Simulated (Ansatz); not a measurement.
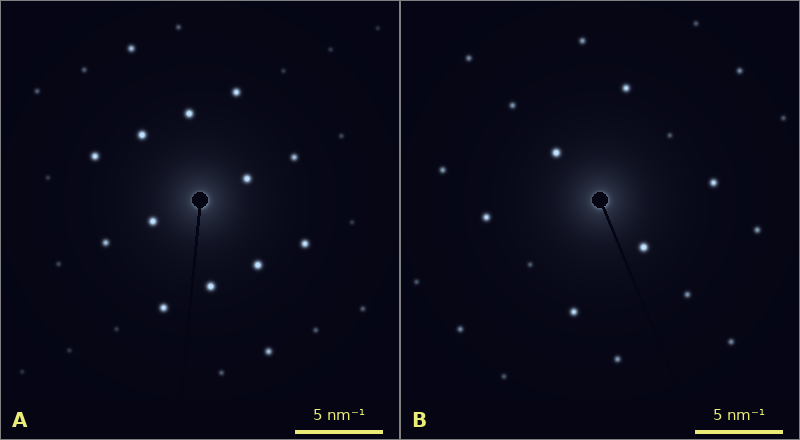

Kinematic electron diffraction patterns (300 kV, B = 0.5 Å², same scale, each along a low-index zone) of two structures of composition BeB, each relaxed at zero pressure with DFT PBE, scalar-relativistic, plane waves, PAW (Ansatz 0.2.0).

The structures (standard cells):
1. Cmcm (No. 63), a = 2.995 Å, b = 6.724 Å, c = 2.922 Å, 8 atoms; generated start, possibly hypothetical
2. P-6m2 (No. 187), a = 3.118 Å, c = 1.828 Å (hexagonal axes), 2 atoms; generated start, possibly hypothetical

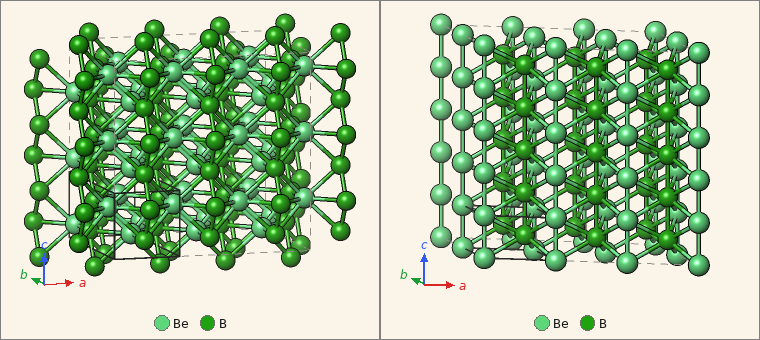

Drawings of the structures 1 to 2, from left to right (each may span several cells).

Which pattern belongs to which structure, and along which zone?

A is structure 1 along [101] or an equivalent direction: centred rectangular net of 0 2 0 at d = 3.36 Å and 1 1 -1 at d = 2.00 Å, 72.7° apart. B is structure 2 along [100] or an equivalent direction: rectangular net of 0 1 0 at d = 2.70 Å and 0 0 1 at d = 1.83 Å, 90.0° apart.

Rank the structures by their computed energy.

Structure 1 (Cmcm, 7.36 Å³ an atom) is the lowest of these; structure 2 (P-6m2, 7.70 Å³ an atom) lies about 100 meV an atom higher. These are static energies at 0 K; other structures, not shown, may lie lower still.
